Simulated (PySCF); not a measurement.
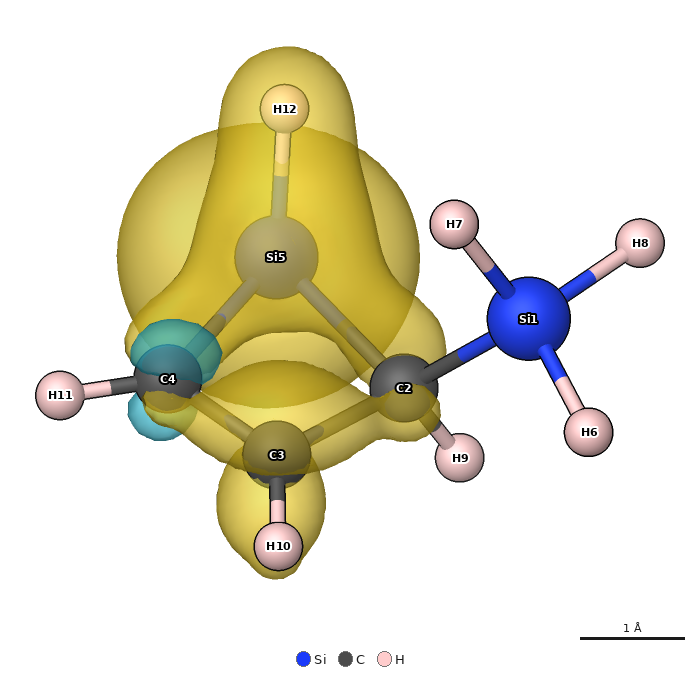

The picture shows: C$_{3}$H$_{7}$Si$_{2}$ (SMILES [SiH3][C@H]1C=C[SiH]1) (doublet). Isosurfaces of the spin density (α minus β) at +0.015 (yellow) and −0.015 e/Å³ (cyan), seen at a tilt.

Geometry: GFN2-xTB.

Theory: PySCF 2.14.0, density-fitted response routines, UKS B3LYP, pcH-1 on C H Si, non-relativistic, mean-field spin-orbit, GIAO.

```xyz
12

Si    1.7249   -0.0827    0.2687
C     0.0802   -0.4184   -0.6073
C    -1.0424   -0.7738    0.3250
C    -1.9614    0.1951    0.2135
Si   -1.0114    1.1150   -1.1194
H     2.2330   -1.3010    0.9071
H     1.5232    0.9454    1.2931
H     2.6949    0.3915   -0.7215
H     0.2310   -1.1796   -1.3774
H    -1.0528   -1.6487    0.9581
H    -2.8978    0.2761    0.7419
H    -0.5199    2.4803   -0.9078
```

**Describe the spin distribution.**

The unpaired spin (1 electron) lies mostly on Si5 (about 0.7) and C3 (about 0.1), in electrons by Hirshfeld's partition.
